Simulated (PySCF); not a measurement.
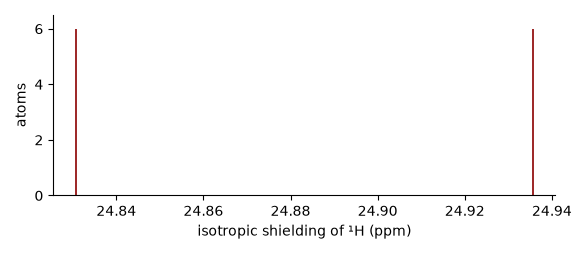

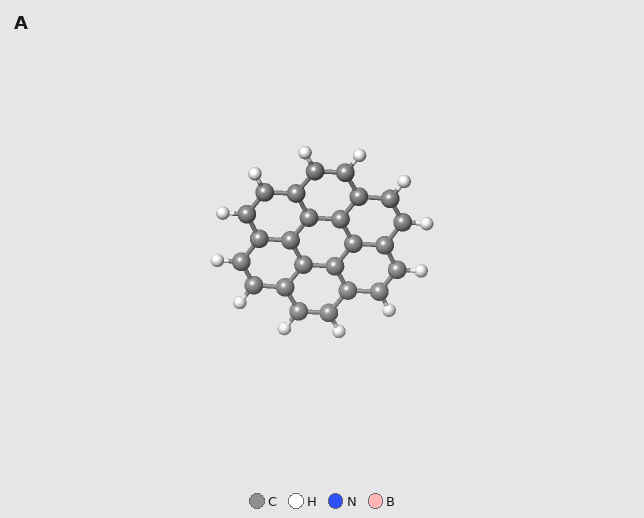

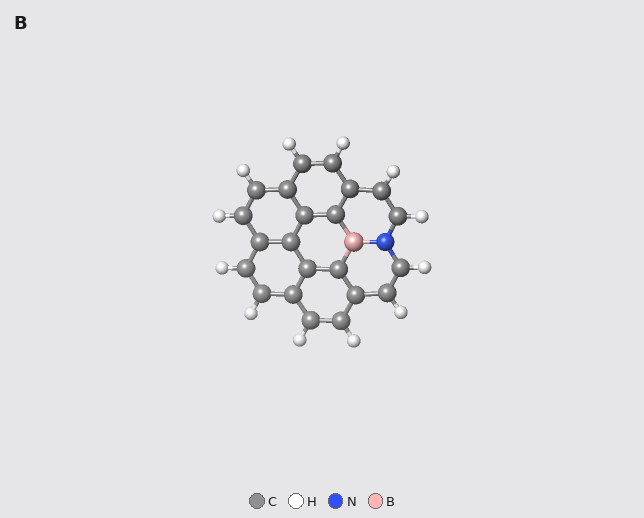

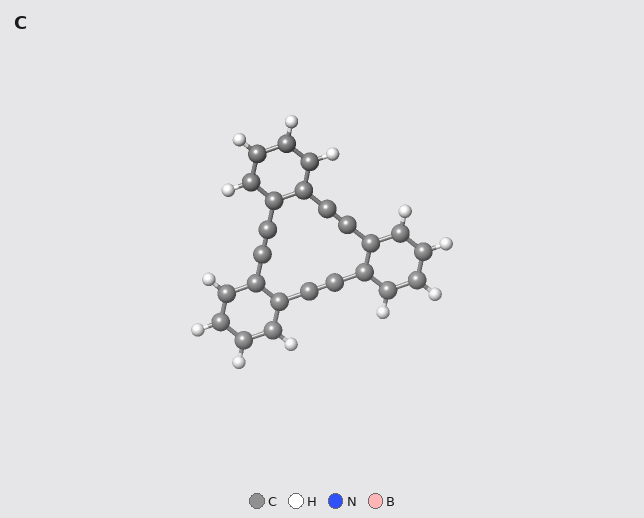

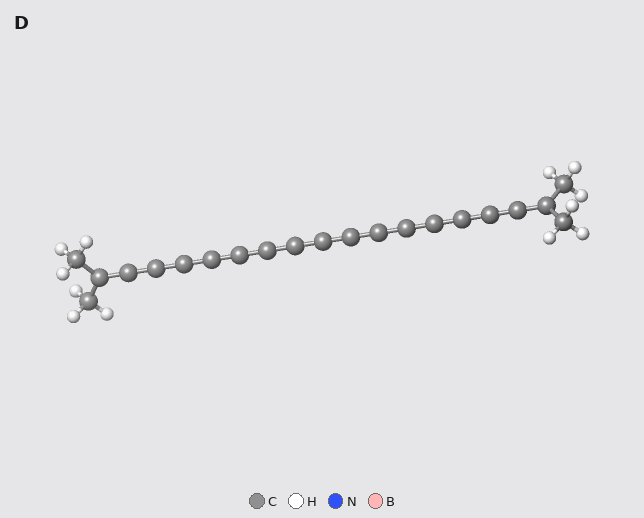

The sticks are computed shieldings of one of the molecules, for one fixed geometry (GFN2-xTB) without averaging over rotations. Low shielding means a high chemical shift. Method: GIAO KT3/pcSseg-1 NMR shielding, non-relativistic, gas phase (PySCF 2.14.0).

Question: Which molecule gives this pattern?

Answer: C, `C1#Cc2ccccc2C#Cc2ccccc2C#Cc2ccccc21`. Its 12 H atoms give lines at 24.83 (6 atoms), 24.94 (6 atoms) ppm.

The geometry is semi-empirical. Around B such bond lengths and angles can be off by a tenth of an ångström or more and by several degrees, and values that hang on the shape move with them.
